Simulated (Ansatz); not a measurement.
SiC (4H type, space group P6_3mc)

```cif
data_C4Si4
_chemical_formula_sum 'Si4 C4'
_space_group_name_H-M_alt 'P63mc'
_space_group_IT_number 186
_space_group_name_Hall 'P 6c -2c'
_cell_length_a 3.09412
_cell_length_b 3.09412
_cell_length_c 10.12917
_cell_angle_alpha 90.000
_cell_angle_beta 90.000
_cell_angle_gamma 120.000
loop_
_atom_site_label
_atom_site_type_symbol
_atom_site_symmetry_multiplicity
_atom_site_Wyckoff_symbol
_atom_site_fract_x
_atom_site_fract_y
_atom_site_fract_z
_atom_site_occupancy
Si1 Si 2 a 0.00000 0.00000 0.00031 1
Si2 Si 2 b 0.33333 0.66667 0.25025 1
C1 C 2 a 0.00000 0.00000 0.31285 1
C2 C 2 b 0.33333 0.66667 0.06221 1
```

The volume is varied about the relaxed value V₀ at fixed cell shape. The atoms relax within the cell's symmetry.

Computed with PBE (plane waves to 420 eV, PAW, scalar-relativistic; Ansatz, a quantum-chemistry and plane-wave program). k mesh 12×12×4 (Γ-centred), Fermi-Dirac smearing 0.05 eV. E stands for the smeared free energy. With the shape held, the modulus is that of even scaling; a crystal free to change shape is softer. SiC was relaxed with its symmetry unable to fall. The PAW data are Ansatz's earlier set. The zero of ΔE is the relaxed starting cell.

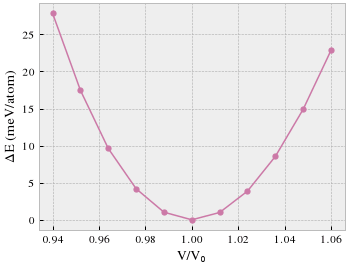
*ΔE (meV/atom) against V/V₀; markers are the computed points, lines only join them.*

Task: What is ΔE at V/V₀ = 1.060?

Result: About 23 meV/atom.

Task: What bulk modulus at fixed cell shape B₀ follows from a third-order Birch-Murnaghan fit?

Result: About 210 GPa.

Task: What is ΔE at V/V₀ = 0.940?

Result: About 28 meV/atom.

(Under strain, the slope of the energy per volume gives the stress and its curvature an elastic modulus.)
